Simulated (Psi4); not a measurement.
# InCl2F (SMILES [F][In]([Cl])[Cl]): MP2/def2-SVP (core potential)

What is the vertical singlet–triplet gap of InCl2F at MP2/def2-SVP (core potential)? 

The calculation is run with Psi4 1.11.

2 further runs of the same task are left out: 2 set aside as unsound or not needed.

**1. The structure to begin with**

The species is InCl2F (4 atoms), meant as a singlet with charge 0. As SMILES, `[F][In]([Cl])[Cl]`. The shape is that of a PBE0-D4/def2-TZVP optimisation.

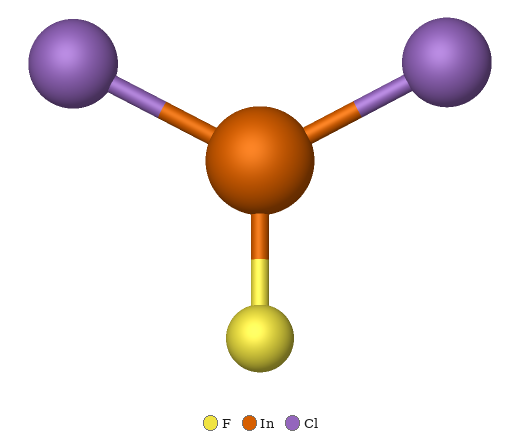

The structure, seen from a chosen angle (fluorine yellow, indium orange, chlorine purple).

**2. The energy at MP2/def2-SVP (core potential)**

input.dat reads:

```
memory 2.2 GB

molecule geom {
  F      0.230900     0.992100     1.678900
  In     0.019100     0.009200     0.035600
  Cl     1.200200    -1.933300    -0.195800
  Cl    -1.394700     0.871700    -1.539000
  symmetry c1
}

set {
  puream true
  e_convergence 1e-09
  d_convergence 1e-08
  scf_type pk
  num_frozen_docc 15
  mp2_type conv
}

energy("mp2/def2-SVP")
```

The run is started by

```
$ psi4 -i input.dat -o output.dat -n 1
```

output.dat (excerpt; [...] marks lines left out):

```text
[...]
    !!!  WARNING: ECP capability is in beta. Please check occupations closely.  !!!
[...]
  Running in c1 symmetry.
[...]
  Nuclear repulsion =  299.904224814640884
[...]
  Multiplicity = 1
[...]
  Nalpha       = 32
  Nbeta        = 32
[...]
    Number of basis functions: 76
[...]
   @RHF iter   1: -1207.30584191523940   -1.65852e+00   6.09164e-03 ADIIS/DIIS
[...]
   @RHF iter  11: -1207.40506841412093   -1.77351e-11   7.72374e-09 DIIS
[...]
    Orbital Energies [Eh]
    ---------------------
    Doubly Occupied:
       1A   -104.805161     2A   -104.805151     3A    -26.234535
       4A    -10.567473     5A    -10.567463     6A     -8.041967
       7A     -8.041957     8A     -8.039439     9A     -8.039429
      10A     -8.039283    11A     -8.039273    12A     -5.472787
      13A     -3.735147    14A     -3.730067    15A     -3.727427
      16A     -1.486464    17A     -1.150413    18A     -1.145672
      19A     -1.120423    20A     -1.118429    21A     -1.112683
      22A     -1.061873    23A     -1.054536    24A     -0.636228
      25A     -0.601999    26A     -0.598486    27A     -0.551425
      28A     -0.506198    29A     -0.489206    30A     -0.480290
      31A     -0.476216    32A     -0.472245
[...]
  @RHF Final Energy: -1207.40506841412093
   => Energetics <=
    Nuclear Repulsion Energy =            299.9042248146408838
    One-Electron Energy =               -2342.7198985845270727
    Two-Electron Energy =                 835.4106053557651421
    Total Energy =                      -1207.4050684141211605
[...]
 Multipole Moments:
 ------------------------------------------------------------------------------------
     Multipole            Electronic (a.u.)      Nuclear  (a.u.)        Total (a.u.)
 ------------------------------------------------------------------------------------
 L = 1.  Multiply by 2.5417464519 to convert [e a0] to [Debye]
 Dipole X            :          1.3835310           -1.4328123           -0.0492813
 Dipole Y            :          6.4216511           -6.6504950           -0.2288438
 Dipole Z            :         10.7407501          -11.1229823           -0.3822322
 Magnitude           :                                                    0.4482183
[...]
	SCS-MP2 Total Energy (a.u.)        : -1207.91045569913604
	SOS-MP2 Total Energy (a.u.)        : -1207.86142538236936
	SCSN-MP2 Total Energy (a.u.)       : -1207.66394848664891
[...]
	SOS-PI-MP2 Total Energy (a.u.)     : -1207.93748487707740
[...]
	MP2 Total Energy (a.u.)            : -1207.93245683796113
[...]
```

Wall time 2.5 s (1 thread of Intel Xeon 6975P-C (Granite Rapids), shared host); peak memory 0.33 GiB.

**3. The triplet**

input.inp reads:

```
memory 2.2 GB

molecule {
  0 3
  F      0.230900     0.992100     1.678900
  In     0.019100     0.009200     0.035600
  Cl     1.200200    -1.933300    -0.195800
  Cl    -1.394700     0.871700    -1.539000
  symmetry c1
  no_reorient
  no_com
}

set {
  basis def2-SVP
  reference uhf
  puream true
  e_convergence 1e-09
  d_convergence 1e-08
  scf_type pk
  num_frozen_docc 15
  mp2_type conv
  maxiter 100
}

energy('mp2')
```

The run is started by

```
$ psi4 input.inp input.out -n 1
```

input.out (excerpt; [...] marks lines left out):

```text
[...]
    !!!  WARNING: ECP capability is in beta. Please check occupations closely.  !!!
[...]
  Running in c1 symmetry.
[...]
  Nuclear repulsion =  299.904224814640884
[...]
  Multiplicity = 3
[...]
  Nalpha       = 33
  Nbeta        = 31
[...]
    Number of basis functions: 76
[...]
   @UHF iter   1: -1207.07691854827976   -1.42704e+00   6.34845e-03 DIIS/ADIIS
[...]
   @UHF iter  32: -1207.20257220858525   -2.00089e-11   9.32790e-09 DIIS
[...]
   @S^2 Observed:                2.013931656E+00
[...]
  @UHF Final Energy: -1207.20257220858525
   => Energetics <=
    Nuclear Repulsion Energy =            299.9042248146408838
    One-Electron Energy =               -2342.8519405768470278
    Two-Electron Energy =                 835.7451435536208919
    Total Energy =                      -1207.2025722085852522
  UHF NO Occupations:
  HONO-2 :   31  A 1.9968218
  HONO-1 :   32  A 1.0000000
[...]
 Multipole Moments:
 ------------------------------------------------------------------------------------
     Multipole            Electronic (a.u.)      Nuclear  (a.u.)        Total (a.u.)
 ------------------------------------------------------------------------------------
 L = 1.  Multiply by 2.5417464519 to convert [e a0] to [Debye]
 Dipole X            :          2.8161345           -1.5633704            1.2527641
 Dipole Y            :         14.6876020          -16.8659946           -2.1783926
 Dipole Z            :         25.3685805          -25.7643370           -0.3957565
 Magnitude           :                                                    2.5439016
[...]
	SCS-MP2 Total Energy (a.u.)        : -1207.69137554304825
	SOS-MP2 Total Energy (a.u.)        : -1207.64373437823065
	SCSN-MP2 Total Energy (a.u.)       : -1207.45411755882242
[...]
	SOS-PI-MP2 Total Energy (a.u.)     : -1207.71726140650503
[...]
	MP2 Total Energy (a.u.)            : -1207.71313084440953
[...]
```

It took 3.6 s on 1 thread of Intel Xeon 6975P-C (Granite Rapids), shared host; peak memory 0.33 GiB.

**4. Summary of results**

Level: MP2/def2-SVP (core potential), 15 core orbitals frozen.

```
                                                           quantity           value
                                              singlet: total energy  -1207.93246 Eh
                       singlet: HOMO energy (Hartree–Fock orbitals)       -12.85 eV
                       singlet: LUMO energy (Hartree–Fock orbitals)         0.64 eV
                     singlet: HOMO–LUMO gap (Hartree–Fock orbitals)        13.49 eV
              singlet: correlation energy (15 core orbitals frozen)      -527.4 mEh
                                              triplet: total energy  -1207.71313 Eh
triplet: HOMO energy (Hartree–Fock orbitals) (highest over α and β)        -6.38 eV
 triplet: LUMO energy (Hartree–Fock orbitals) (lowest over α and β)        -3.74 eV
              triplet: correlation energy (15 core orbitals frozen)      -510.6 mEh
                         triplet: ⟨S²⟩ of the reference determinant           2.014
                   vertical energy of the triplet above the singlet        5.968 eV
```

At this shape the triplet lies 5.97 eV (138 kcal/mol) above the singlet.
